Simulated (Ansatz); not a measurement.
| atom | x (Å) | y (Å) | z (Å) |
| --- | --- | --- | --- |
| Si | -1.6157 | 1.2172 | -0.2064 |
| Si | 0.0689 | 0.4676 | 1.2491 |
| O | 1.3369 | -0.1838 | 0.4429 |
| Ge | 1.5171 | -1.4503 | -0.7896 |
| H | -2.1678 | 0.0846 | -1.0022 |
| H | -2.7286 | 1.8194 | 0.5793 |
| H | -1.0973 | 2.2391 | -1.1568 |
| H | -0.5316 | -0.5302 | 2.1838 |
| H | 0.5819 | 1.6048 | 2.0591 |
| H | 3.0194 | -1.5283 | -1.0774 |
| H | 0.7184 | -1.0259 | -2.0334 |
| H | 0.9754 | -2.7694 | -0.2144 |

Geometry: PBE0-D4/def2-TZVP.

The calculation used RKS PBE0-D4/def2-TZVPP (Ansatz).

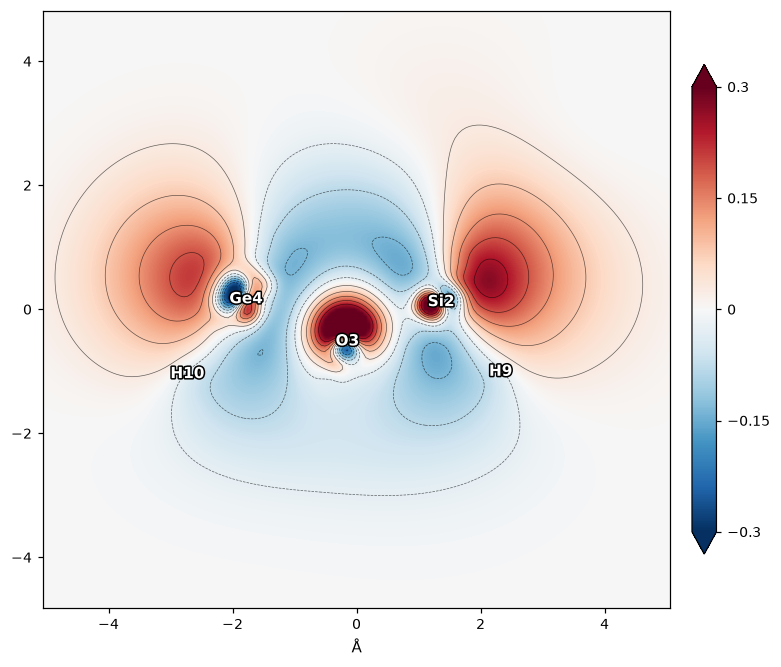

GeH8OSi2 (SMILES [SiH3][SiH2][O][GeH3]). One frontier orbital on the plane of atoms Si2, O3 and Ge4 (values in Å⁻³ᐟ²; the overall sign is arbitrary).

Question: Which orbital is it: HOMO or LUMO?

Answer: The LUMO, at −0.60 eV. Its weight (Hirshfeld) is mainly on Si2 (about 30 %), Ge4 (about 25 %), Si1 (about 15 %) and O3 (about 10 %).
